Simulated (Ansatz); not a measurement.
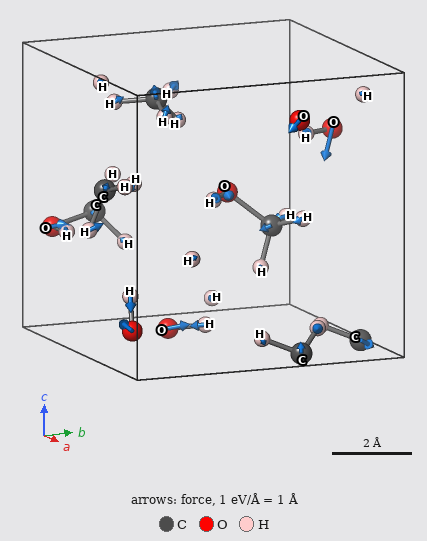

Starting geometry of an amorphous cell of composition H₄CO with the computed forces as blue arrows. A ball-and-stick model of the cell of the calculation (origin shifted), seen slightly off an axis.

The cell holds 6 CH3OH. The run prepares the start of a later molecular dynamics calculation, from a guessed geometry.

Level of theory: DFT r2SCAN-D3(BJ), scalar-relativistic, plane waves, PAW (Ansatz). (plane-wave cutoff 500 eV; k-point mesh 1 × 1 × 1; occupations fermi dirac; smearing width 0.02 eV; no spin polarisation; atoms relaxed in a fixed cell; force threshold 0.3 eV/Å; at most 15 steps)

**Is this structure relaxed? If not, where do the atoms go?**

It isn't relaxed: the largest force vector, on an O atom, is 1.04 eV/Å. The final displacements have little in common with the starting forces (cosine between the two patterns 0.22). Over 12 accepted moves (13 points after the start) the energy falls by 1.827 eV per cell of the calculation. The largest force component goes from 0.71 to 0.22 eV/Å. 1 step only repeated the SCF at the same geometry. The largest move is that of an H atom, 1.86 Å along [1 1 1]. By element the largest moves are H 1.86 Å, O 1.19 Å, C 1.03 Å. The lattice vectors keep their values. Among the contacts that change: C–O 1.423 → 1.436 Å, H–O 0.970 → 0.962 Å, C–H 1.090 → 1.096 Å. Bond angles that change, for instance: C–O–H 107.4° → 110.8°, C–O–H 107.4° → 104.1°. Cost: 8 min on 1 thread of Arm Neoverse V1, on a shared host, peak memory 1.1 GiB.

Limits of the set-up: the periodic images lie only 7.4 Å apart, so the values are limited by the cell's size.
